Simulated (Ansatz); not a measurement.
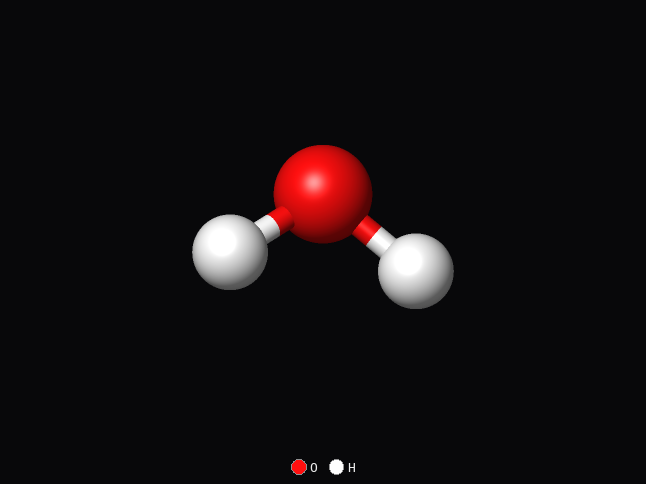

Rendered structure (ball-and-stick style).

**Count the atoms of each element.**

H2O, 3 atoms: 2 hydrogen and 1 oxygen.

**How many bonds of each kind are drawn?**

2 O–H. Sticks follow a distance rule.

The parts below concern this one geometry. Atoms keep their numbers from picture to picture. The computed structure is the end point of a PBE0-D4/def2-TZVP optimisation.

**Shape**

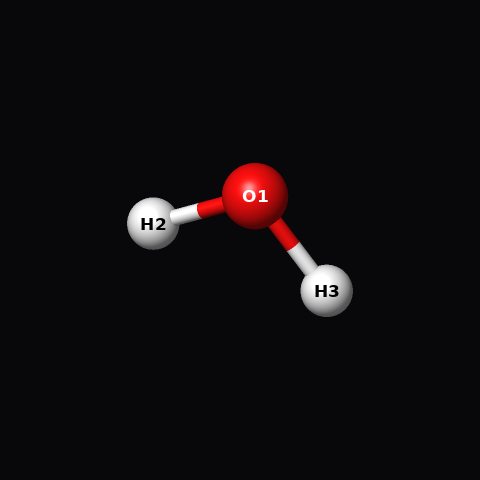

Numbered structure.

**Describe the coordination of atom 1.**

O1 has 2 neighbours (H2 at 0.96, H3 at 0.96 Å); the arrangement is bent.

**Vibrations**

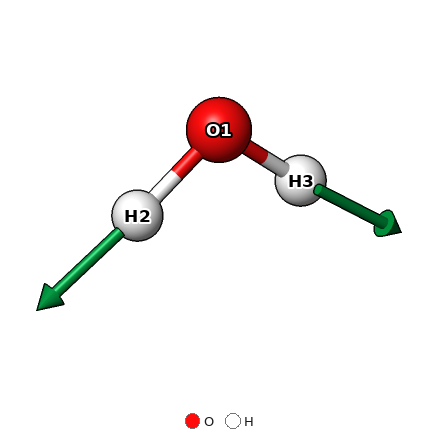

The arrows show one normal mode. Harmonic vibrations computed with RKS PBE0-D4/def2-TZVP (Ansatz 0.2.0) at a stationary point of the same level.

**Describe the motion.**

Mostly in-phase stretching of 2 O–H bonds.

**At what wavenumber does it lie?**

3852 cm⁻¹; it is mode 2 of 3 counted from the lowest.

**Electronic properties**

Level of theory: CCSD(T)/CBS estimate, frozen core: CCSD(T) correlation extrapolated from def2-TZVPP and def2-QZVPP (Ansatz 0.2.0).

**Estimate the T1 diagnostic.**

0.008.

**Charges**

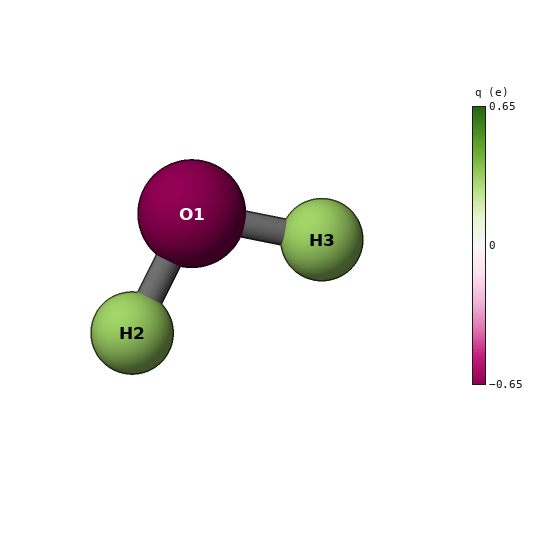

Atoms are coloured by their Mulliken charges. Method: RKS PBE0-D4/def2-TZVP (Ansatz 0.2.0).

List the Mulliken charges.

| atom | value (e) |
| --- | --- |
| O1 | −0.65 |
| H2 | 0.32 |
| H3 | 0.32 |

Mulliken values depend strongly on the basis set and can even reverse the polarity of a bond.
